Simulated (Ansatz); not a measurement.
BFH2OSi

| atom | x (Å) | y (Å) | z (Å) |
| --- | --- | --- | --- |
| B | -3.4016 | 0.1136 | -0.6708 |
| F | -0.9171 | -2.3110 | -1.9191 |
| O | -2.1714 | -0.3220 | -1.0015 |
| Si | -0.6227 | -0.7914 | -1.3879 |
| H | -3.8021 | -0.0631 | 0.4562 |
| H | -4.0686 | 0.6754 | -1.5082 |

Geometry: B3LYP-D3(BJ)/def2-SVP.

Level of theory: isolated molecule in a Gaussian basis; Kohn-Sham density functional theory, functional PBE0 (Ansatz).

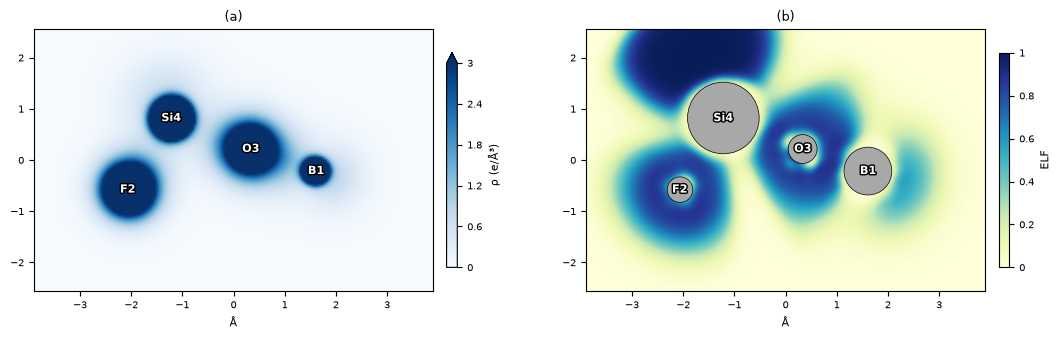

Figure 1. (a) total electron density; (b) ELF on the plane of atoms F2, Si4 and O3. Grey discs cover the atomic cores in the ELF map.

Q: What does the map show?

A: The section cuts through B, F, O and Si sites.
B–O (1.35 Å): the density is about 2.1 e/Å³ at the midpoint; the ELF peaks at about 0.90 between the atoms, as expected for a polar covalent bond.
Si–F (1.64 Å): ρ is about 1.1 e/Å³ halfway; the ELF peaks at about 0.85 in the valence shell of F, 0.6 Å from its nucleus, and is about 0.45 at the midpoint.
Si–O (1.66 Å): the density is about 1.1 e/Å³ at the midpoint; the ELF peaks at about 0.85 between the atoms; a polar covalent bond.
The ELF also peaks beside F2, O3 and Si4, away from the bonds: lone-pair regions.

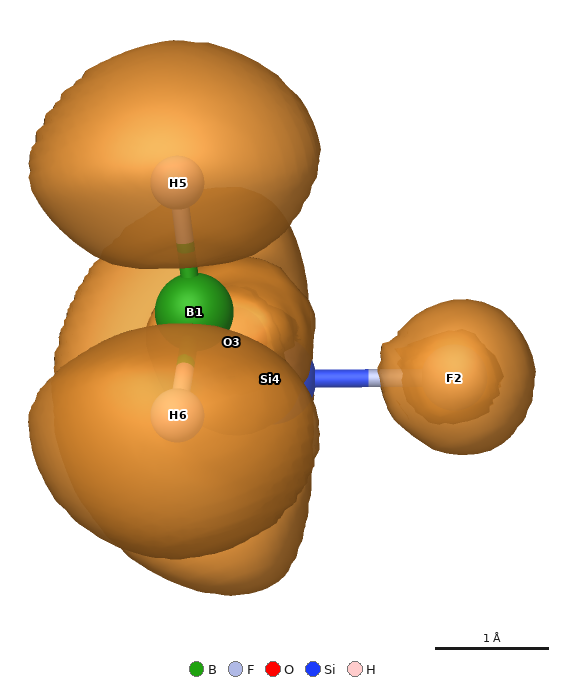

Figure 2. Isosurface of the electron localisation function at 0.8 (orange), seen at an oblique angle. Core shells and regions of very low density are left out.

Q: Describe the localisation domains.

A: The ELF exceeds this value in two regions around hydrogen nuclei, one region on O in which the atom's valence shell and bonds are merged, one lobe on Si, pointing away from the bonds (lone pairs) and one region wrapped around F (its lone pairs, merged into a ring or cap).

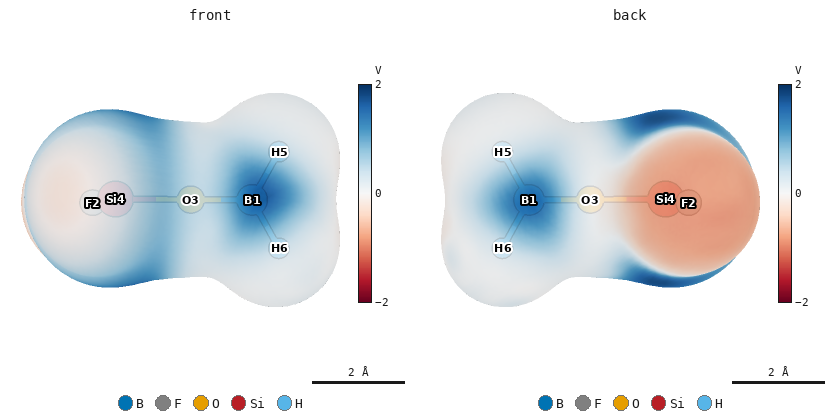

Figure 3. The electrostatic potential painted on the density surface at 0.002 e/bohr³, seen from the front and from behind; red is negative and blue positive.

Q: Which sites attract a positive test charge, and which a negative one?

A: A positive charge is drawn to the negative regions and a negative charge to the positive ones. The most negative region (about −0.9 V, or −21 kcal/mol for a unit charge) lies over F2, the most positive (about +1.8 V, or +42 kcal/mol for a unit charge) over Si4.

Q: How polar is the molecule by this calculation?

A: Its dipole moment is 1.06 D.

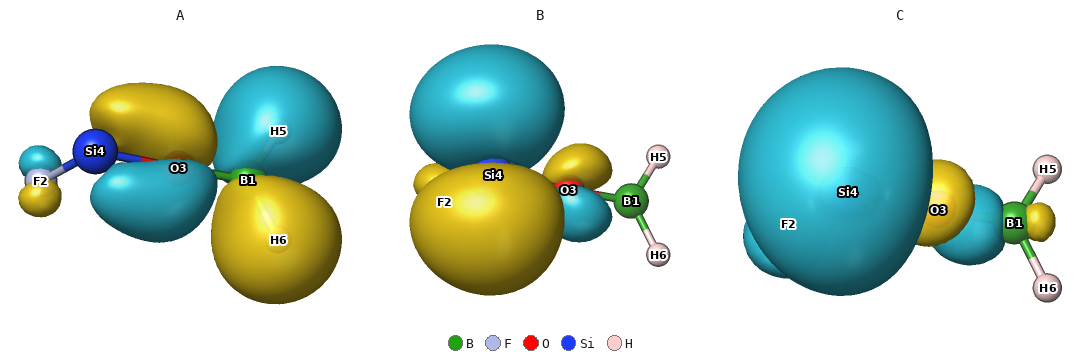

Figure 4. Three frontier orbitals at ±0.08 Å⁻³ᐟ² (yellow and cyan are the two phases), in no order.

Q: Which picture is the HOMO−1, the HOMO and the LUMO?

A: A is the HOMO−1 (−8.70 eV). It lies mainly on B1 (about 25 %), O3 (about 25 %), H6 (about 20 %) and H5 (about 20 %). C is the HOMO (−8.15 eV). By Hirshfeld shares it lies mainly on Si4 (about 80 %), F2 (about 10 %) and O3 (about 10 %). B is the LUMO (−2.02 eV). By Hirshfeld shares it lies mainly on Si4 (about 85 %), O3 (about 10 %) and F2 (about 5 %).

Q: What is the HOMO–LUMO gap?

A: 6.13 eV between the orbital energies.
